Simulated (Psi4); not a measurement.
**UB3LYP/def2-TZVPD (density fitting, sweep point 7) run of AlOF2 (SMILES [O][Al]([F])[F])**

Aim: the vertical doublet–quartet gap of AlOF2 at UB3LYP/def2-TZVPD (density fitting, sweep point 7), from 2 runs. 

The calculation is run with Psi4 1.11.

4 further runs of the same task are left out: 4 set aside as unsound or not needed.

## Step 1: The system as given

AlOF2 has 4 atoms, charge 0, and is taken as a doublet. SMILES: `[O][Al]([F])[F]`. The coordinates come from a PBE0-D4/def2-TZVP relaxation.

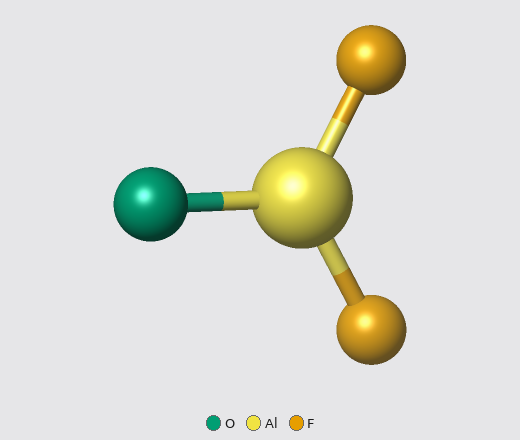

Viewed from a chosen angle; oxygen teal, aluminium yellow, fluorine amber.

## Step 2: A single-point energy at UB3LYP/def2-TZVPD (density fitting, sweep point 7)

job.in

```
memory 1600 MB

molecule mol {
  0 2
  O      1.29049397    -1.72135153     2.38105492
  Al    -0.00113384     0.00812582    -0.06122713
  F     -2.79150343    -0.75891401    -1.11966273
  F      1.60702310     2.35818923    -1.23833753
  units bohr
  symmetry c1
}

set globals {
  basis                def2-TZVPD
  reference            uks
  puream               true
  scf_type             df
  dft_radial_points    99
  dft_spherical_points 590
  d_convergence        1e-10
  e_convergence        1e-10
  maxiter              150
}

energy("b3lyp")
```

The run is started by

```console
$ psi4 job.in job.out -n 1
```

job.out (excerpt; [...] marks lines left out):

```text
[...]
  Running in c1 symmetry.
[...]
  Nuclear repulsion =  149.228779362490968
[...]
  Multiplicity = 2
[...]
  Nalpha       = 20
  Nbeta        = 19
[...]
    Number of basis functions: 163
[...]
   @DF-UKS iter   1:  -517.39755570050102   -7.74198e-01   5.11432e-03 ADIIS/DIIS
[...]
   @DF-UKS iter  14:  -517.61466197793652    0.00000e+00   9.86453e-11 DIIS
[...]
   @S^2 Observed:                7.531153961E-01
[...]
    Orbital Energies [Eh]
    ---------------------
    Alpha Occupied:
       1A    -56.082685     2A    -24.682956     3A    -24.682952
       4A    -19.208106     5A     -4.191516     6A     -2.748821
       7A     -2.743127     8A     -2.742045     9A     -1.187453
      10A     -1.179497    11A     -0.997712    12A     -0.513332
      13A     -0.481449    14A     -0.457633    15A     -0.454786
      16A     -0.448629    17A     -0.441798    18A     -0.424577
      19A     -0.414443    20A     -0.378014
    Alpha Virtual:
      21A     -0.072188    22A     -0.015270    23A      0.034061
      24A      0.036357    25A      0.047827    26A      0.076851
[...]
  @DF-UKS Final Energy:  -517.61466197793652
   => Energetics <=
    Nuclear Repulsion Energy =            149.2287793624909682
    One-Electron Energy =               -1017.4304618036113652
    Two-Electron Energy =                 389.6002791425432861
    DFT Exchange-Correlation Energy =     -39.0132586793593887
    Empirical Dispersion Energy =           0.0000000000000000
    VV10 Nonlocal Energy =                  0.0000000000000000
    Total Energy =                       -517.6146619779365210
[...]
 Multipole Moments:
 ------------------------------------------------------------------------------------
     Multipole            Electronic (a.u.)      Nuclear  (a.u.)        Total (a.u.)
 ------------------------------------------------------------------------------------
 L = 1.  Multiply by 2.5417464519 to convert [e a0] to [Debye]
 Dipole X            :         -0.5883135            0.5603871           -0.0279264
 Dipole Y            :          0.7877409           -0.7503608            0.0373801
 Dipole Z            :         -1.1123745            1.0596341           -0.0527404
 Magnitude           :                                                    0.0704180
[...]
```

It took 24 s on 1 thread of Intel Xeon Platinum 8488C (Sapphire Rapids), shared host; peak memory 1.1 GiB.

## Step 3: The quartet at the same level

calc.inp

```
memory 1.6 GB

molecule molecule1 {
  0 4
  O      1.29049397    -1.72135153     2.38105492
  Al    -0.00113384     0.00812582    -0.06122713
  F     -2.79150343    -0.75891401    -1.11966273
  F      1.60702310     2.35818923    -1.23833753
  units bohr
  symmetry c1
}

set {
  reference uks
  puream true
  scf_type df
  dft_radial_points 99
  dft_spherical_points 590
  d_convergence 1e-10
  e_convergence 1e-10
  maxiter 150
}

energy("b3lyp/def2-TZVPD")
```

The run is started by

```console
$ psi4 -i calc.inp -o calc.out -n 1
```

calc.out (excerpt; [...] marks lines left out):

```text
[...]
  Running in c1 symmetry.
[...]
  Nuclear repulsion =  149.228779362490968
[...]
  Multiplicity = 4
[...]
  Nalpha       = 21
  Nbeta        = 18
[...]
    Number of basis functions: 163
[...]
   @DF-UKS iter   1:  -517.14594418311526   -5.22586e-01   4.94353e-03 ADIIS/DIIS
[...]
   @DF-UKS iter  20:  -517.36930722603279    4.54747e-13   4.22093e-11 DIIS
[...]
   @S^2 Observed:                3.756925071E+00
[...]
    Orbital Energies [Eh]
    ---------------------
    Alpha Occupied:
       1A    -56.072804     2A    -24.686230     3A    -24.686225
       4A    -19.414965     5A     -4.182747     6A     -2.736318
       7A     -2.736061     8A     -2.733314     9A     -1.194802
      10A     -1.183838    11A     -1.182250    12A     -0.610614
      13A     -0.600895    14A     -0.590971    15A     -0.504136
      16A     -0.480439    17A     -0.459212    18A     -0.450782
      19A     -0.440592    20A     -0.438866    21A     -0.148407
    Alpha Virtual:
      22A     -0.059315    23A      0.003569    24A      0.015144
      25A      0.036543    26A      0.055248    27A      0.061347
[...]
  @DF-UKS Final Energy:  -517.36930722603279
   => Energetics <=
    Nuclear Repulsion Energy =            149.2287793624909682
    One-Electron Energy =               -1016.0057191418875391
    Two-Electron Energy =                 388.3220888126151635
    DFT Exchange-Correlation Energy =     -38.9144562592513807
    Empirical Dispersion Energy =           0.0000000000000000
    VV10 Nonlocal Energy =                  0.0000000000000000
    Total Energy =                       -517.3693072260327881
[...]
 Multipole Moments:
 ------------------------------------------------------------------------------------
     Multipole            Electronic (a.u.)      Nuclear  (a.u.)        Total (a.u.)
 ------------------------------------------------------------------------------------
 L = 1.  Multiply by 2.5417464519 to convert [e a0] to [Debye]
 Dipole X            :         -0.0857323            0.5603871            0.4746548
 Dipole Y            :          0.1148400           -0.7503608           -0.6355208
 Dipole Z            :         -0.1622509            1.0596341            0.8973833
 Magnitude           :                                                    1.1976980
[...]
```

Run time: 31 s. Hardware: 1 thread of Intel Xeon Platinum 8488C (Sapphire Rapids), shared host; peak memory 1.1 GiB.

## Step 4: Summary of results

Level: UB3LYP/def2-TZVPD (density fitting, sweep point 7).

| quantity | value |
| --- | --- |
| doublet: total energy | -517.61466 Eh |
| doublet: dipole moment | 0.18 D |
| doublet: HOMO energy (highest over α and β) | -9.61 eV |
| doublet: LUMO energy (lowest over α and β) | -5.70 eV |
| doublet: ⟨S²⟩ | 0.753 |
| quartet: total energy | -517.36931 Eh |
| quartet: dipole moment | 3.04 D |
| quartet: HOMO energy (highest over α and β) | -4.04 eV |
| quartet: ⟨S²⟩ | 3.757 |
| vertical energy of the quartet above the doublet | 6.676 eV |

**Reading.** At this shape the quartet lies 6.68 eV (644 kJ/mol) above the doublet.
